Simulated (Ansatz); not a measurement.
Consider ZnSe in the zinc blende structure (space group F-43m, No. 216; a = 5.666 Å).

It is then changed as follows: hole doping at 2.0×10^21 cm⁻³ (0.0910 per cell), with a uniform compensating background at fixed cell and a 300 K Fermi–Dirac width.

Method: r2SCAN (Ansatz, an electronic-structure program; PAW; 500 eV plane waves; no SOC), earlier PAW set.

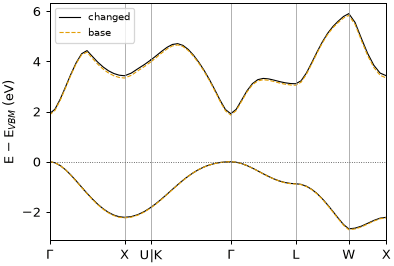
Fig. 1. Highest valence and lowest conduction band along the path, each from its own valence-band maximum

### Question
From the figure, how large is the changed gap, and is it direct?

### Answer
About 1.9 eV, direct at Γ.

Charged cell with a jellium background: band edges are those of the host's band count, energies are not comparable with the neutral cell, and many-body gap narrowing is missing. Stability against distortions was not tested.
